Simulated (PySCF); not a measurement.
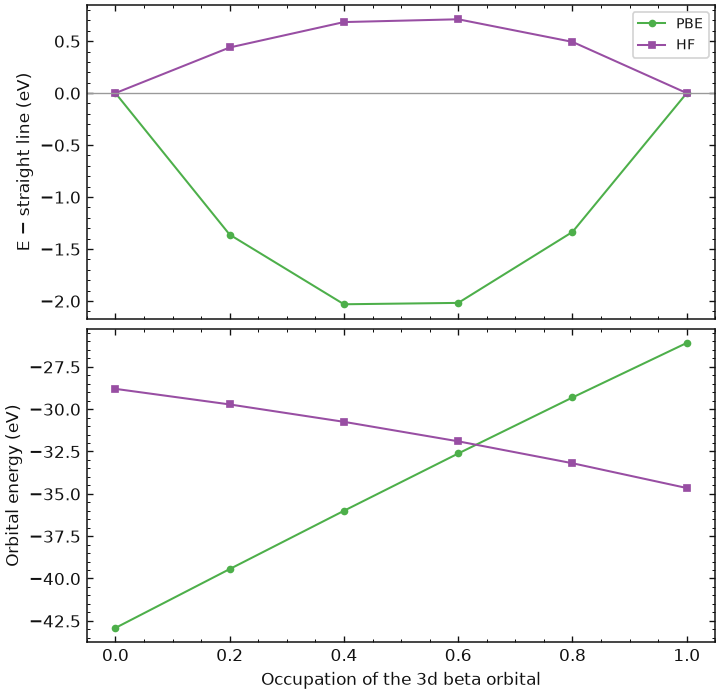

One 3d beta orbital of Co²⁺ ([Ar] 3d⁷) is emptied in steps. The plot gives the energy less the straight line between the integer ends; the lower panel gives the orbital energy. PySCF, aug-cc-pVTZ, non-relativistic, unrestricted single determinants, no spin-orbit coupling.

Describe the curvature of each method.

PBE: convex (delocalisation error), largest departure −2.0 eV, removal energy 34.37 eV, orbital energy from −26.1 eV when full to −42.9 eV when empty; HF: concave (localisation error), largest departure 0.71 eV, removal energy 31.45 eV, orbital energy from −34.7 eV when full to −28.8 eV when empty. The NIST semi-empirical removal energy is 33.50 eV. The exact energy is a straight line between whole electron numbers.
